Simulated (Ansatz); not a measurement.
# MgPbS3 (model cell, started as cubic perovskite with Pb in the octahedra): a soft mode frozen in, part 2 of 3

Aim: this structure of MgPbS3 (model cell, started as cubic perovskite with Pb in the octahedra) is to be tested for unstable modes, and one is followed downhill.

Ansatz 0.2.0; DFT PBEsol, scalar-relativistic, plane waves, PAW; PAW set soft_1.

So far, highest frequency on the path or at a solved wavevector (cm⁻¹): step 2 (the dispersion) 374. Also lowest frequency on the path (cm⁻¹): step 2 -204.

The structure was built from a prototype and need not be the compound's stable phase.

### 5. Energy along the mode, all amplitudes (two of the runs are shown above)

An imaginary frequency means negative curvature, so the energy should fall and then rise again as anharmonic terms take over.

Numbers from this step:

```
depth at the lowest point sampled  : 166.7 meV/atom
largest atomic shift at that point : 0.6 Å
```

Table of energy from the parent by largest atomic shift:

```tsv
largest atomic shift (Å)	energy from the parent (meV/atom)
0.000	0
0.040	-1.25
0.080	-4.99
0.140	-15.2
0.220	-36.4
0.320	-72.4
0.450	-125
0.600	-167
```

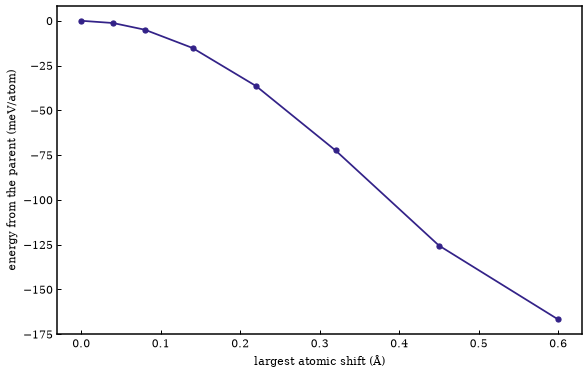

Energy from the parent, plotted against largest atomic shift.

Displacement at unit largest shift by atom:

```tsv
atom	x (Å)	y (Å)	z (Å)	size
Mg1	0.000	-0.707	-0.707	1.000
Mg2	0.000	0.707	0.707	1.000
Pb3	0.000	-0.026	-0.026	0.037
Pb4	0.000	0.026	0.026	0.037
S5	0.000	0.000	0.000	0.000
S6	0.000	0.000	0.000	0.000
S7	0.000	0.000	0.000	0.000
S8	0.000	0.000	0.000	0.000
S9	0.000	0.674	0.674	0.953
S10	0.000	-0.674	-0.674	0.953
```

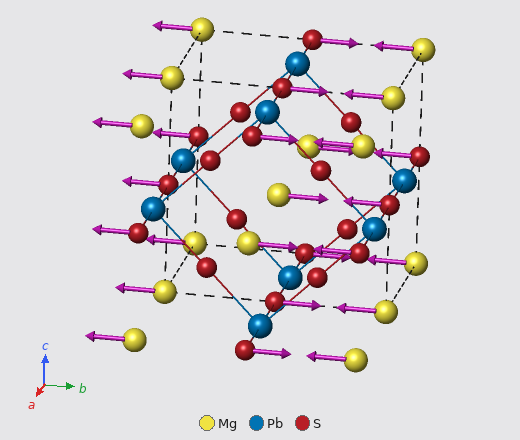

Displacement at unit largest shift as arrows, the longest 1.000 Å. 2×1×1 cells are drawn. Some periodic images of atoms are drawn too.

The lowest of the steps tried is the last one, at 0.6 Å, 167 meV/atom below the parent; the bottom of the well need not coincide with a step.

### 6. Relaxation from the frozen mode

Starting from the lowest point found, all atoms and the cell are let go, so that strain and other modes of the same symmetry can join in.

input.yaml

```yaml
crystal:
  lattice:
    - [-5.0694638885, 0.0, 0.0]
    - [0.0, -5.0694638885, -5.0694638885]
    - [0.0, -5.0694638885, 5.0694638885]
  atoms:
    - { symbol: Mg, position: [1.0, 0.5836901254, 0.5] }
    - { symbol: Mg, position: [1.0, -0.0836901254, 0.0] }
    - { symbol: Pb, position: [0.5, 0.003057311, 0.5] }
    - { symbol: Pb, position: [0.5, 0.496942689, 0.0] }
    - { symbol: S, position: [0.5, 0.25, 0.25] }
    - { symbol: S, position: [0.5, 0.75, 0.75] }
    - { symbol: S, position: [0.5, 0.75, 0.25] }
    - { symbol: S, position: [0.5, 0.25, 0.75] }
    - { symbol: S, position: [1.0, -0.07977082, 0.5] }
    - { symbol: S, position: [1.0, 0.57977082, 0.0] }
kpoints:
  mp_grid: { grid: [8, 6, 6] }
hamiltonian:
  xc: pbesol
  pseudopotentials: { kind: paw, azcp: { folder: soft_1 }, xc_functional: pbe }
scf:
  occupations: { method: methfessel_paxton, width: 0.2 }
output:
  forces: true
  stress: true
  eigenvalues: true
relax:
  adjacent_minimum: "off"
  f_tol: 0.002
  max_steps: 120
  cell: { stress_tol: 0.03 }
```

On the command line:

```
ansatz run input.yaml --threads 8 --pin off --max-ram 16384MiB --backend cpu --events-out ev --progress --plain --runs-dir out
```

Numbers of over 12 decimals in the logs are rounded to 6 here.

The log of the run:

```text
[...]
Crystal: 10 atoms, lattice volume = 260.565 Å³
Basis set: ecut = 420 eV, 5061 PW (Γ), exchange–correlation on 72×96×96 points (8 copies of the dense FFT grid, shifted against one another)
Bands: 52, of which v1, the nominal top of the filled ones, is band 42 counted from 1 (41 counted from 0)
Symmetry: 8 space group operations
[...]
k-points: 80 of 288
[...]
SCF iter   1: F=—  HF=-32648.534082 eV  |F-HF|=—  |Δ(HF+E_count)|=         —  Δρ=3.80e-2  dr2=6.20e0  ethr=3.10e-3  ⟨swp⟩=10.6  Hψ=22236  notcnv=0
[...]
SCF iter   9: F=-32646.923770 eV  HF=-32646.923770 eV  |F-HF|=2.06e-8  |Δ(HF+E_count)|=   9.09e-8  S|Δr|=    0.00e0  Δρ=2.58e-6  dr2=3.41e-8  ethr=1.19e-10  ⟨swp⟩=17.4  Hψ=24991  notcnv=0
SCF 1 converged in 9 iterations: F = -32646.923770 eV  dr2 = 3.41e-8
[...]
relax step   1: F+E_penalty+E_count = -32646.92377042 eV  Δ(F+E_penalty+E_count) = +0.000e0 eV  max|allowed force component| = 2.834e-1 eV/Å  Δτ_max = 0.0000 Å  P = +1.676 GPa  Ω = 260.565 Å³  (9 SCF iters, dr2 threshold 1.00e-7 eV, accepted)
Crystal: 10 atoms, lattice volume = 272.701 Å³
Basis set: ecut = 420 eV, 5319 PW (Γ), exchange–correlation on 72×96×96 points (8 copies of the dense FFT grid, shifted against one another)
[...]
SCF iter   7: F=-32647.201172 eV  HF=-32647.201172 eV  |F-HF|=2.55e-7  |Δ(HF+E_count)|=   3.86e-7  S|Δr|=    0.00e0  Δρ=7.36e-6  dr2=3.60e-7  ethr=1.19e-9  ⟨swp⟩=11.6  Hψ=21768  notcnv=0
SCF 2 converged in 7 iterations: F = -32647.201172 eV  dr2 = 3.60e-7
relax step   2: F+E_penalty+E_count = -32647.20117181 eV  Δ(F+E_penalty+E_count) = -2.774e-1 eV  max|allowed force component| = 2.117e-1 eV/Å  Δτ_max = 0.1949 Å  P = -0.160 GPa  Ω = 272.701 Å³  energy of the carried Pulay correction = -1.367e-3 eV  (7 SCF iters, dr2 threshold 1.00e-6 eV, accepted)
Crystal: 10 atoms, lattice volume = 274.569 Å³
Basis set: ecut = 420 eV, 5391 PW (Γ), exchange–correlation on 72×96×96 points (8 copies of the dense FFT grid, shifted against one another)
[...]
SCF iter   8: F=-32647.431352 eV  HF=-32647.431352 eV  |F-HF|=5.64e-8  |Δ(HF+E_count)|=   4.28e-7  S|Δr|=    0.00e0  Δρ=3.93e-6  dr2=9.20e-8  ethr=1.19e-9  ⟨swp⟩=13.2  Hψ=21903  notcnv=0
SCF 3 converged in 8 iterations: F = -32647.431352 eV  dr2 = 9.20e-8
relax step   3: F+E_penalty+E_count = -32647.43135176 eV  Δ(F+E_penalty+E_count) = -2.302e-1 eV  max|allowed force component| = 1.913e-1 eV/Å  Δτ_max = 0.1952 Å  P = +0.173 GPa  Ω = 274.569 Å³  energy of the carried Pulay correction = -1.572e-3 eV  (8 SCF iters, dr2 threshold 1.00e-6 eV, accepted)
[... from here on, the SCF cycles and remarks between the steps are left out ...]
relax step   4: F+E_penalty+E_count = -32647.77426582 eV  Δ(F+E_penalty+E_count) = -3.429e-1 eV  max|allowed force component| = 5.479e-2 eV/Å  Δτ_max = 0.1997 Å  P = +0.140 GPa  Ω = 275.789 Å³  energy of the carried Pulay correction = -1.705e-3 eV  (7 SCF iters, dr2 threshold 1.00e-6 eV, accepted)
relax step   5: F+E_penalty+E_count = -32648.11053909 eV  Δ(F+E_penalty+E_count) = -3.363e-1 eV  max|allowed force component| = 1.472e-1 eV/Å  Δτ_max = 0.1179 Å  P = +0.333 GPa  Ω = 274.348 Å³  energy of the carried Pulay correction = -1.548e-3 eV  (6 SCF iters, dr2 threshold 1.00e-6 eV, accepted)
relax step   6: F+E_penalty+E_count = -32648.57886767 eV  Δ(F+E_penalty+E_count) = -4.683e-1 eV  max|allowed force component| = 1.323e-1 eV/Å  Δτ_max = 0.0934 Å  P = +0.547 GPa  Ω = 270.561 Å³  energy of the carried Pulay correction = -1.130e-3 eV  (8 SCF iters, dr2 threshold 1.00e-6 eV, accepted)
relax step   7: F+E_penalty+E_count = -32649.17767321 eV  Δ(F+E_penalty+E_count) = -5.988e-1 eV  max|allowed force component| = 3.536e-1 eV/Å  Δτ_max = 0.0698 Å  P = +0.683 GPa  Ω = 266.071 Å³  energy of the carried Pulay correction = -6.280e-4 eV  (9 SCF iters, dr2 threshold 1.00e-6 eV, accepted)
relax step   8: F+E_penalty+E_count = -32649.80174432 eV  Δ(F+E_penalty+E_count) = -6.241e-1 eV  max|allowed force component| = 1.781e-1 eV/Å  Δτ_max = 0.0409 Å  P = +1.049 GPa  Ω = 259.764 Å³  energy of the carried Pulay correction = +9.247e-5 eV  (7 SCF iters, dr2 threshold 1.00e-6 eV, accepted)
relax step   9: F+E_penalty+E_count = -32650.49930936 eV  Δ(F+E_penalty+E_count) = -6.976e-1 eV  max|allowed force component| = 3.689e-1 eV/Å  Δτ_max = 0.0568 Å  P = +2.283 GPa  Ω = 253.485 Å³  energy of the carried Pulay correction = +8.272e-4 eV  (7 SCF iters, dr2 threshold 1.00e-6 eV, accepted)
relax step  10: F+E_penalty+E_count = -32650.48579950 eV  Δ(F+E_penalty+E_count) = +1.351e-2 eV  max|allowed force component| = 1.584e-1 eV/Å  Δτ_max = 0.0576 Å  P = +3.284 GPa  Ω = 251.521 Å³  energy of the carried Pulay correction = +1.061e-3 eV  (9 SCF iters, dr2 threshold 1.00e-6 eV, rejected (line search))
relax step  11: F+E_penalty+E_count = -32650.71706905 eV  Δ(F+E_penalty+E_count) = -2.178e-1 eV  max|allowed force component| = 4.740e-2 eV/Å  Δτ_max = 0.0292 Å  P = +0.743 GPa  Ω = 259.280 Å³  energy of the carried Pulay correction = +1.485e-4 eV  (11 SCF iters, accepted)
relax step  12: F+E_penalty+E_count = -32650.75039952 eV  Δ(F+E_penalty+E_count) = -3.333e-2 eV  max|allowed force component| = 1.337e-1 eV/Å  Δτ_max = 0.0248 Å  P = -0.129 GPa  Ω = 264.415 Å³  energy of the carried Pulay correction = -4.405e-4 eV  (6 SCF iters, dr2 threshold 1.00e-6 eV, accepted)
relax step  13: F+E_penalty+E_count = -32650.48949498 eV  Δ(F+E_penalty+E_count) = +2.609e-1 eV  max|allowed force component| = 7.570e-1 eV/Å  Δτ_max = 0.0761 Å  P = +1.419 GPa  Ω = 256.587 Å³  energy of the carried Pulay correction = +4.621e-4 eV  (7 SCF iters, dr2 threshold 1.00e-6 eV, rejected (line search))
relax step  14: F+E_penalty+E_count = -32650.76213485 eV  Δ(F+E_penalty+E_count) = -1.174e-2 eV  max|allowed force component| = 4.260e-2 eV/Å  Δτ_max = 0.0381 Å  P = -0.057 GPa  Ω = 262.949 Å³  energy of the carried Pulay correction = -2.735e-4 eV  (11 SCF iters, accepted)
relax step  15: F+E_penalty+E_count = -32650.76563511 eV  Δ(F+E_penalty+E_count) = -3.500e-3 eV  max|allowed force component| = 5.938e-3 eV/Å  Δτ_max = 0.0110 Å  P = -0.004 GPa  Ω = 263.281 Å³  energy of the carried Pulay correction = -3.115e-4 eV  (5 SCF iters, dr2 threshold 3.14e-7 eV, accepted)
relax step  16: F+E_penalty+E_count = -32650.76568231 eV  Δ(F+E_penalty+E_count) = -4.720e-5 eV  max|allowed force component| = 2.946e-4 eV/Å  Δτ_max = 0.0013 Å  P = +0.014 GPa  Ω = 263.320 Å³  energy of the carried Pulay correction = -3.159e-4 eV  (6 SCF iters, dr2 threshold 5.26e-9 eV, accepted)
relax step  17: F+E_penalty+E_count = -32651.38180460 eV  Δ(F+E_penalty+E_count) = -6.161e-1 eV  max|allowed force component| = 7.281e-3 eV/Å  Δτ_max = 0.0000 Å  P = +2.383 GPa  Ω = 263.320 Å³  stress off target by 6.23e0 GPa  SCF on the basis re-selected at this cell (its energy is not comparable with the rows above)  (10 SCF iters)
relax step  18: F+E_penalty+E_count = -32651.63582451 eV  Δ(F+E_penalty+E_count) = -2.540e-1 eV  max|allowed force component| = 2.661e-2 eV/Å  Δτ_max = 0.0248 Å  P = +1.413 GPa  Ω = 268.971 Å³  energy of the carried Pulay correction = -7.149e-4 eV  (7 SCF iters, dr2 threshold 1.00e-6 eV, accepted)
relax step  19: F+E_penalty+E_count = -32651.71844909 eV  Δ(F+E_penalty+E_count) = -8.262e-2 eV  max|allowed force component| = 6.345e-2 eV/Å  Δτ_max = 0.0370 Å  P = -0.191 GPa  Ω = 278.392 Å³  energy of the carried Pulay correction = -1.860e-3 eV  (6 SCF iters, dr2 threshold 1.00e-6 eV, accepted)
relax step  20: F+E_penalty+E_count = -32651.72571004 eV  Δ(F+E_penalty+E_count) = -7.261e-3 eV  max|allowed force component| = 2.096e-2 eV/Å  Δτ_max = 0.0111 Å  P = -0.040 GPa  Ω = 276.435 Å³  energy of the carried Pulay correction = -1.620e-3 eV  (5 SCF iters, dr2 threshold 6.03e-7 eV, accepted)
relax step  21: F+E_penalty+E_count = -32651.72598738 eV  Δ(F+E_penalty+E_count) = -2.773e-4 eV  max|allowed force component| = 1.692e-3 eV/Å  Δτ_max = 0.0032 Å  P = +0.007 GPa  Ω = 275.962 Å³  energy of the carried Pulay correction = -1.563e-3 eV  (6 SCF iters, dr2 threshold 2.75e-8 eV, accepted)
relax step  22: F+E_penalty+E_count = -32651.72820315 eV  Δ(F+E_penalty+E_count) = -2.216e-3 eV  max|allowed force component| = 1.683e-3 eV/Å  Δτ_max = 0.0000 Å  P = +0.012 GPa  Ω = 275.962 Å³  stress off target by 3.31e-2 GPa  SCF on the basis re-selected at this cell (its energy is not comparable with the rows above)  (8 SCF iters)
relax step  23: F+E_penalty+E_count = -32651.72820566 eV  Δ(F+E_penalty+E_count) = -2.505e-6 eV  max|allowed force component| = 7.785e-4 eV/Å  Δτ_max = 0.0005 Å  P = +0.001 GPa  Ω = 276.037 Å³  energy of the carried Pulay correction = -8.963e-6 eV  (5 SCF iters, dr2 threshold 2.74e-9 eV, accepted)
[...]
SCF iter   5: F=-32651.728214 eV  HF=-32651.728214 eV  |F-HF|=1.96e-9  |Δ(HF+E_count)|=   1.40e-8  S|Δr|=    0.00e0  Δρ=1.39e-7  dr2=3.41e-11  ethr=1.00e-12  ⟨swp⟩=8.1  Hψ=21456  notcnv=0
SCF 24 converged in 5 iterations: F = -32651.728214 eV  dr2 = 3.41e-11
relax step  24: F+E_penalty+E_count = -32651.72821436 eV  Δ(F+E_penalty+E_count) = -8.703e-6 eV  max|allowed force component| = 7.696e-4 eV/Å  Δτ_max = 0.0000 Å  P = +0.001 GPa  Ω = 276.037 Å³  stress off target by 3.76e-3 GPa  SCF on the basis re-selected at this cell (its energy is not comparable with the rows above)  (5 SCF iters)
[...]
SCF converged after 5 iterations
[...]
Free energy (F): -32651.728214 eV
[...]
Internal energy: -32651.718439 eV  (E = F + TS)
E sigma→0 (E₀):  -32651.725771 eV
Entropy (-TS):   -0.009775 eV (-0.977 meV/atom)
Fermi energy:    4.859422 eV
[...]
--- Forces (eV/Å), atoms counted from 1 ---
  atom   1  Mg    -0.00000000     0.00072024     0.00072024
  atom   2  Mg     0.00000000    -0.00072024    -0.00072024
  atom   3  Pb    -0.00000000     0.00051554     0.00051554
  atom   4  Pb     0.00000000    -0.00051554    -0.00051554
  atom   5  S      0.00000000     0.00000000     0.00000000
  atom   6  S     -0.00000000     0.00000000     0.00000000
  atom   7  S      0.00000000     0.00000000     0.00000000
  atom   8  S      0.00000000     0.00000000     0.00000000
  atom   9  S     -0.00000000     0.00076964     0.00076964
  atom  10  S      0.00000000    -0.00076964    -0.00076964
  max |Σ_I F_I| component: 2.17e-19 eV/Å
--- Stress (GPa, compression-positive) ---
       -0.001609      -0.000000       0.000000
       -0.000000       0.002233       0.001524
        0.000000       0.001524       0.002233
  P = ⅓ Tr σ = 0.0010 GPa (0.010 kbar)
--- Band table (eV; the first three rows and the last of 80) ---
  k-point 0: bands = [... 38 lower, 4.0821, 4.2673, 4.6909, 5.2978, 5.9675, 6.8270, 6.8745, 7.2197, ... 6 higher]
  k-point 1: bands = [... 38 lower, 3.8520, 3.9936, 4.0150, 4.8976, 6.6303, 6.7527, 7.4010, 7.6296, ... 6 higher]
  k-point 2: bands = [... 38 lower, 3.2173, 3.2984, 3.7419, 4.0664, 6.5889, 6.8422, 7.1462, 7.6718, ... 6 higher]
  k-point 79: bands = [... 38 lower, 4.0642, 4.0642, 4.1839, 4.1839, 4.5177, 4.5177, 5.8563, 5.8563, ... 6 higher]
--- Relaxed structure (21 steps of the walk, 19 accepted, 3 SCFs on fresh bases) ---
  F+E_penalty+E_count = -32651.72821436 eV   max|allowed force component| = 7.696e-4 eV/Å   (the final SCF, on the basis selected at the relaxed cell)
  cell:  # Å, volume = 276.0370 Å³
    - [-5.581794, 0, 0]
    - [0, -7.363014, -7.363014]
    - [0, -3.358210, 3.358210]
  atoms:
    - { symbol: Mg, position: [1.0, 0.669990, 0.500000] }
    - { symbol: Mg, position: [1.0, -0.169990, 0.0] }
    - { symbol: Pb, position: [0.5, 0.00439682, 0.5] }
    - { symbol: Pb, position: [0.5, 0.495603, 0.0] }
    - { symbol: S, position: [0.5, 0.25, 0.25] }
    - { symbol: S, position: [0.5, 0.75, 0.750000] }
    - { symbol: S, position: [0.5, 0.75, 0.250000] }
    - { symbol: S, position: [0.5, 0.25, 0.75] }
    - { symbol: S, position: [1.0, -0.086545, 0.5] }
    - { symbol: S, position: [1.0, 0.586545, 0.0] }
```

Elapsed: 4.4 min, on 8 threads of Arm Neoverse V1, shared host; peak memory 1.4 GiB.

The steps of the relaxation (22 of 24):

```tsv
step	energy less that of the first step (eV)	largest force component (eV/Å)	pressure (GPa)	volume (Å³)
1	0.0000	0.2834	1.68	260.57
2	-0.2774	0.2117	-0.16	272.70
3	-0.5076	0.1913	0.17	274.57
4	-0.8505	0.0548	0.14	275.79
5	-1.1868	0.1472	0.33	274.35
6	-1.6551	0.1323	0.55	270.56
8	-2.8780	0.1781	1.05	259.76
9	-3.5755	0.3689	2.28	253.49
10	-3.5620	0.1584	3.28	251.52
11	-3.7933	0.0474	0.74	259.28
12	-3.8266	0.1337	-0.13	264.41
13	-3.5657	0.7570	1.42	256.59
14	-3.8384	0.0426	-0.06	262.95
15	-3.8419	0.0059	0.00	263.28
16	-3.8419	0.0003	0.01	263.32
17*	-4.4580	0.0073	2.38	263.32
19	-4.7947	0.0635	-0.19	278.39
20	-4.8019	0.0210	-0.04	276.44
21	-4.8022	0.0017	0.01	275.96
22*	-4.8044	0.0017	0.01	275.96
23	-4.8044	0.0008	0.00	276.04
24*	-4.8044	0.0008	0.00	276.04
```

Relaxation steps marked * repeat the geometry before them on a plane-wave basis chosen anew for their cell, so energy and pressure can jump there. Other such steps can lie between the rows shown. Relaxation steps 10, 13 were tried and not accepted.

Forces are held to the 8 operations that the run works with; a distortion that breaks them can't arise in this run.

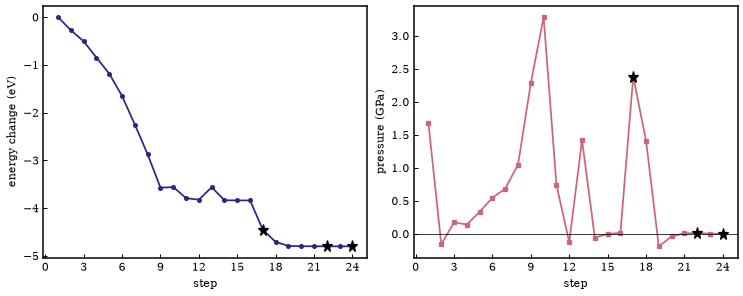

Energy and pressure along the relaxation. Stars mark steps on a basis chosen anew.

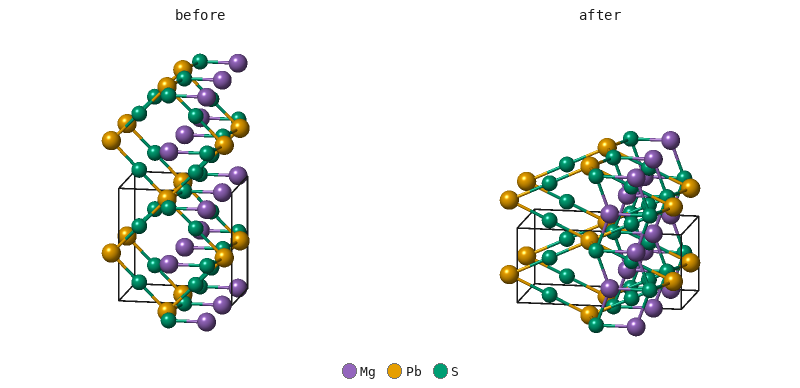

The structure before and after the relaxation, drawn at the same scale.

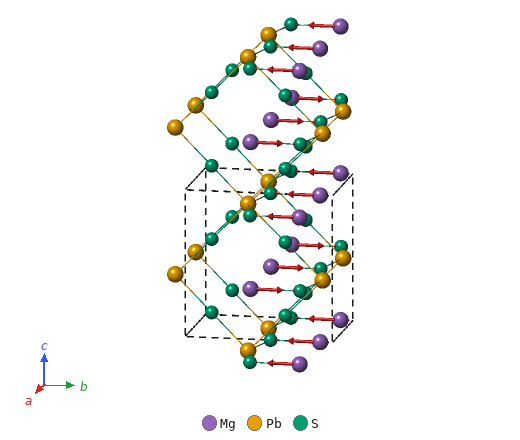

Displacements in the relaxation, exaggerated, measured against the changing cell; the longest in the cell stands for 0.90 Å. 2×1×2 cells are drawn. Some periodic images of atoms are drawn too.

```tsv
cell as run	before	after	change
a (Å)	5.069	5.582	+10.1 %
b (Å)	7.169	10.413	+45.2 %
c (Å)	7.169	4.749	-33.8 %
volume (Å³/atom)	26.06	27.60	+5.9 %
```

The atoms that moved most (Å, as changes of fractional coordinates times the final cell):

```tsv
atom	dx	dy	dz	length
Mg1	0.000	-0.635	-0.635	0.899
Mg2	0.000	0.635	0.635	0.899
S9	0.000	0.050	0.050	0.071
S10	0.000	-0.050	-0.050	0.071
Pb4	0.000	0.010	0.010	0.014
Pb3	0.000	-0.010	-0.010	0.014
```

This step gave:

```yaml
pressure: 9.52e-4 GPa
volume_per_atom: 27.60 Å³
```

The distorted start has space group Pmma; the relaxation ends in Pmma.

### 7. The new phase in its own primitive cell

The relaxed structure is symmetrised, reduced to its primitive cell and relaxed tightly, as its phonons need.

input.yaml, the sections that differ from step 6:

```yaml
crystal:
  lattice:
    - [4.7492267737, 0.0, 0.0]
    - [0.0, 5.58179356, 0.0]
    - [0.0, 0.0, 10.4128748389]
  atoms:
    - { symbol: Mg, position: [0.25, 0.0, 0.4199899072] }
    - { symbol: Mg, position: [0.75, 0.0, 0.5800100928] }
    - { symbol: Pb, position: [0.25, 0.5, 0.7543968174] }
    - { symbol: Pb, position: [0.75, 0.5, 0.2456031826] }
    - { symbol: S, position: [0.0, 0.5, 0.0] }
    - { symbol: S, position: [0.5, 0.5, 0.5] }
    - { symbol: S, position: [0.0, 0.5, 0.5] }
    - { symbol: S, position: [0.5, 0.5, 0.0] }
    - { symbol: S, position: [0.25, 0.0, 0.6634552336] }
    - { symbol: S, position: [0.75, 0.0, 0.3365447664] }
kpoints:
  mp_grid: { grid: [8, 6, 4] }
relax:
  adjacent_minimum: "off"
  f_tol: 0.001
  max_steps: 60
  cell: { stress_tol: 0.01 }
# hamiltonian, scf, output: as in step 6
```

The log of the run:

```text
[...]
Crystal: 10 atoms, lattice volume = 276.037 Å³
Basis set: ecut = 420 eV, 5407 PW (Γ), exchange–correlation on 64×80×144 points (8 copies of the dense FFT grid, shifted against one another)
Bands: 52, of which v1, the nominal top of the filled ones, is band 42 counted from 1 (41 counted from 0)
Symmetry: 8 space group operations
[...]
k-points: 60 of 192
[...]
atoms:
    - { symbol: Mg, position: [0.25, 0, 0.419725] }
    - { symbol: Mg, position: [0.75, 0, 0.580275] }
    - { symbol: Pb, position: [0.25, 0.5, 0.756025] }
    - { symbol: Pb, position: [0.75, 0.5, 0.243975] }
    - { symbol: S, position: [0, 0.5, 0] }
    - { symbol: S, position: [0.5, 0.5, 0.500000] }
    - { symbol: S, position: [0, 0.5, 0.500000] }
    - { symbol: S, position: [0.5, 0.5, 0] }
    - { symbol: S, position: [0.25, 0, 0.663714] }
    - { symbol: S, position: [0.75, 0, 0.336286] }
[key lines of the parts left out:]
SCF converged after 7 iterations
Free energy (F): -32651.764241 eV
Fermi energy:    5.146933 eV
P = ⅓ Tr σ = 0.0002 GPa (0.002 kbar)
```

Wall time 57 s (8 threads); peak memory 1.3 GiB.

Relaxation path:

```tsv
step	energy less that of the first step (eV)	largest force component (eV/Å)	pressure (GPa)	volume (Å³)
1	0.0000	0.2083	-0.18	276.04
2	0.0010	0.2894	-0.15	276.40
3	-0.0071	0.0244	-0.04	275.46
4	-0.0073	0.0051	0.00	275.17
5	-0.0073	0.0020	0.00	275.17
6	-0.0073	0.0001	0.00	275.16
7*	-0.0072	0.0001	0.00	275.16
```

Relaxation steps marked * repeat the geometry before them on a plane-wave basis chosen anew for their cell, so energy and pressure can jump there. Relaxation step 2 was tried and not accepted.

The run keeps the 8 symmetry operations that it works with, so distortions that break them were not tested.

```tsv
conventional cell, symmetrised	before	after	change
a (Å)	4.749	4.724	-0.5 %
b (Å)	5.582	5.588	+0.1 %
c (Å)	10.413	10.422	+0.1 %
volume (Å³/atom)	27.60	27.52	-0.3 %
```

The atoms that moved most (Å, as changes of fractional coordinates times the final cell):

```tsv
atom	dx	dy	dz	length
Pb4	0.000	0.000	-0.017	0.017
Pb3	0.000	0.000	0.017	0.017
```

This step gave:

```yaml
pressure: 1.65e-4 GPa
volume_per_atom: 27.52 Å³
```

The largest force component left is 0.088 meV/Å and the pressure is 0.000 GPa, within the tolerances set. The cell now holds 27.52 Å³/atom.

[end of part 2 of 3]

[Logs are printed without paths, hosts, clocks, repeated set-up lines and the standing remarks that a program may print on its own settings, such as how far it seeks lower states.]

[Hosts, paths, dates, database ids (printed as entryN), source tags and the programs' standing remarks are cut or masked in the printed files.]
